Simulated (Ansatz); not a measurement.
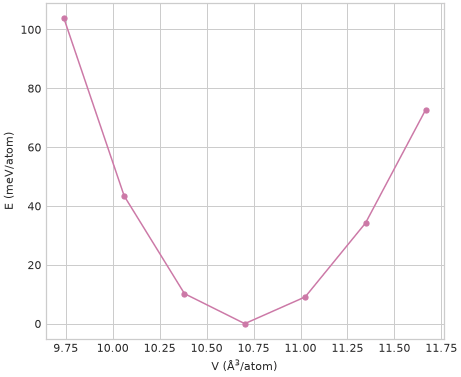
Fig. 1. IrC in space group P-6m2 (No. 187; Ir on 1a, C on 1d) under volume change, PBE (plane waves, PAW; program Ansatz), shape and atoms relaxed at each volume.

Task: What does a third-order Birch–Murnaghan fit give for V₀, B₀ and B′?

Result: V₀ = 10.70 Å³/atom, B₀ = 318 GPa, B′ = 4.8.

The start of the workflow was typed in or built on a structure type; neither database checked (COD, Materials Project) lists it. Its standing as an ambient phase is unchecked. The cell was relaxed with PBE under the symmetry of its start; its stability against distortions is not shown here. No spin polarisation was allowed. Its formation energy is positive at this level, so the cell may be metastable or incomplete. Spin–orbit coupling is left out wherever it is not named.

Potentials: the earlier of the program's two PAW sets.
